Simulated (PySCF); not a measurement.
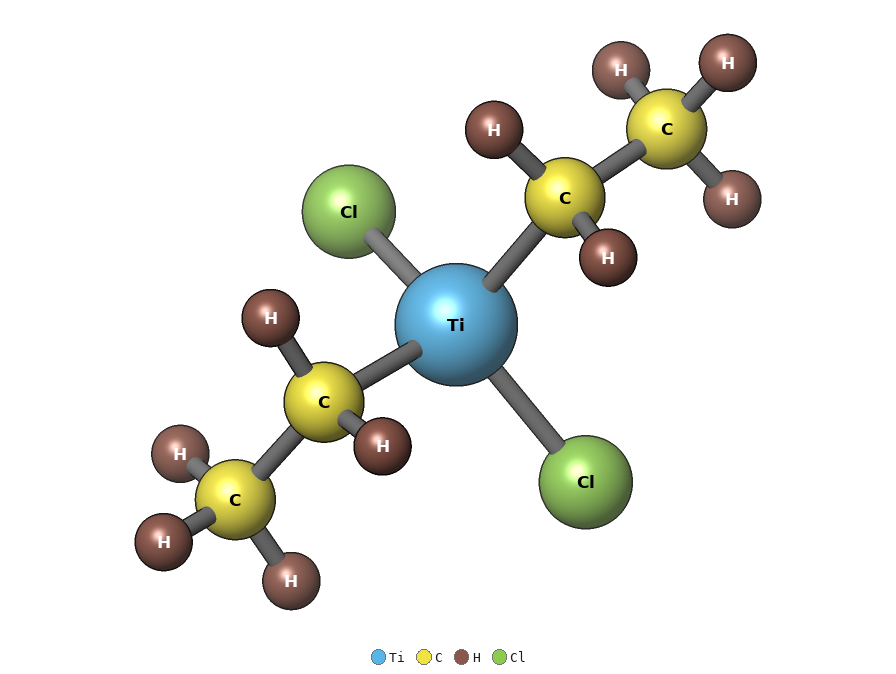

Charge 0, singlet. The geometry was computed by an optimisation with PBE0-D3(BJ)/def2-SVP. No frequency run is at hand to confirm it as a minimum.

> What is the coordination number of the metal, and which atoms bind to it?

Ti binds 4 atoms: 2 C at 2.03 Å, 2 Cl at 2.19 Å. The arrangement is tetrahedral.

> Give the formal oxidation state and the d-electron count.

Ti(IV), d⁰, counting the ligands as closed-shell ions or neutral donors.
